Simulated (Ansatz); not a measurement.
## MgS: S → Se

Take MgS in the rock salt structure (space group Fm-3m, No. 225; a = 5.182 Å) as the base.

Now apply this change: full substitution S → Se, then cell and atoms are relaxed.

Computed with Ansatz (a first-principles code) PBEsol, spin-orbit coupling left out. k-mesh 10×10×10 (Γ-centred); smearing 0.05 eV (Fermi–Dirac), for the changed cell.

```yaml
volume_per_atom: 20.23 Å³ (base 17.39 Å³)
space_group: Fm-3m (No. 225) (base Fm-3m (No. 225))
band_gap: 1.78 eV (base 2.73 eV)
gap_character: indirect, Γ → X (base indirect, Γ → X)
smallest_direct_gap: 2.50 eV (base 3.69 eV)
width_of_the_top_valence_band: 2.57 eV (base 2.43 eV)
electron_mass: 0.49 mₑ along k, 0.23 mₑ across (at X) (base 0.53 mₑ along k, 0.29 mₑ across (at X))
```

Final structure:

```xyz
2
Lattice="0.0000 2.7248 2.7248 2.7248 0.0000 2.7248 2.7248 2.7248 0.0000" Properties=species:S:1:pos:R:3 pbc="T T T"
Se     0.0000     0.0000     0.0000
Mg     2.7248     2.7248     2.7248
```

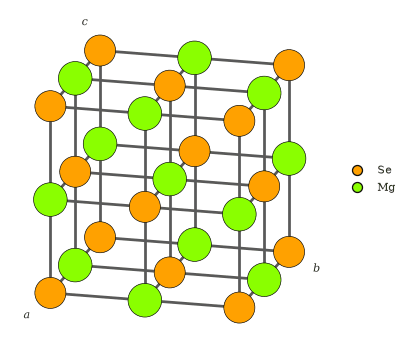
*The relaxed conventional cell after the change*

Cost of the whole job for the changed cell (relaxation, final SCF and bands): around 21 core-seconds (rough).

Effective masses come from finite differences of ±0.01 Å⁻¹. Along k means along the line from Γ to the band edge. Gaps are Kohn–Sham eigenvalue differences; semilocal functionals usually give less than the measured gap. No phonon test of stability was made.
